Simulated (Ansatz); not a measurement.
Where the default PAW files enter, the runs use the earlier of Ansatz's two default sets.

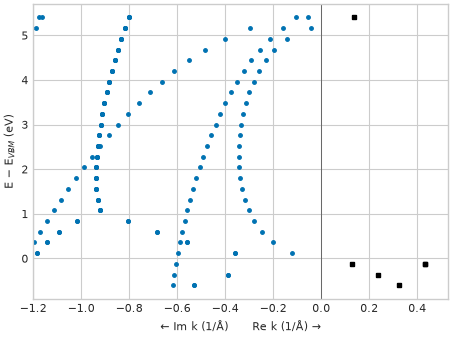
Fig. 1. Complex bands at the centre of the two-dimensional zone; r2SCAN run with Ansatz (a program for electronic structure)

No gap correction and no spin-orbit coupling; mid-gap values are interpolated between computed energies.

### Question
This is CsBr (Pm-3m, CsCl type, 2 atoms a cell, 40.5 Å³ an atom) along the normal of (001). Read off the slowest decay at the centre of the two-dimensional zone at 2.52 eV, the computed energy nearest the middle of the gap.

### Answer
κ ≈ 0.34 1/Å, a decay length 1/(2κ) of the density of 1.5 Å.
